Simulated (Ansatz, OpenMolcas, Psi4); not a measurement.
# A ladder of methods for C2H2O2 (glyoxal)

C2H2O2 has 6 atoms, charge 0, and is taken as a singlet. As SMILES, `O=CC=O`. The coordinates come from a PBE0-D4/def2-TZVP relaxation. This is one conformer, not always the lowest.

Each level gives the atomisation enthalpy at 298 K (kJ/mol). The values are calculated. The thermal term (zero-point and 298 K enthalpy, harmonic and unscaled) is that of PBE0-D4/def2-TZVP; the spin-orbit lowering of the free atoms at 298 K, 0.8 kJ/mol by their spectra, is taken off.

**The experiment to reproduce.** Active Thermochemical Tables gives the atomisation enthalpy at 298 K of the gas as 2581 kJ/mol.

```
              level                    kind     program  value (kJ/mol)  computed − measured
     HF/aug-cc-pVDZ            Hartree–Fock      Ansatz            1657                 -924
 revPBE/aug-cc-pVDZ                     GGA      Ansatz            2553                  -28
  M06-L/aug-cc-pVDZ                meta-GGA  OpenMolcas            2552                  -29
  B3LYP/aug-cc-pVDZ           global hybrid      Ansatz            2525                  -56
  BHLYP/aug-cc-pVDZ           global hybrid  OpenMolcas            2374                 -207
 M06-2X/aug-cc-pVDZ         hybrid meta-GGA  OpenMolcas            2544                  -37
  HSE06/aug-cc-pVDZ  range-separated hybrid        Psi4            2540                  -41
RPA@PBE/aug-cc-pVDZ                     RPA      Ansatz            2253                 -328
```

Nearest: revPBE/aug-cc-pVDZ (-28 kJ/mol), M06-L/aug-cc-pVDZ (-29 kJ/mol); farthest: HF/aug-cc-pVDZ (-924 kJ/mol). Computed less measured by kind, in kJ/mol (of the ab initio rows, those in aug-cc-pVDZ): Hartree–Fock -924; GGA -28; meta-GGA -29; global hybrid -207 to -37; range-separated hybrid -41; RPA -328.

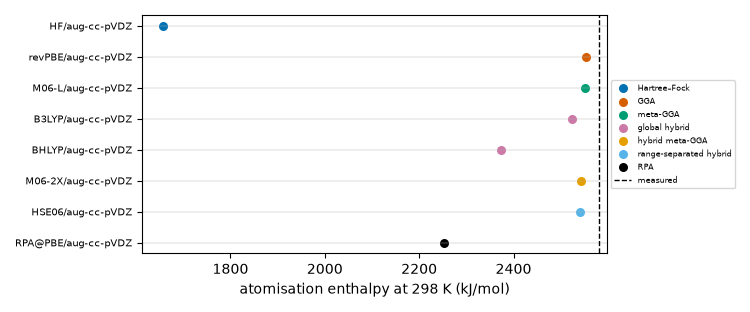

The values of the table, level by level.
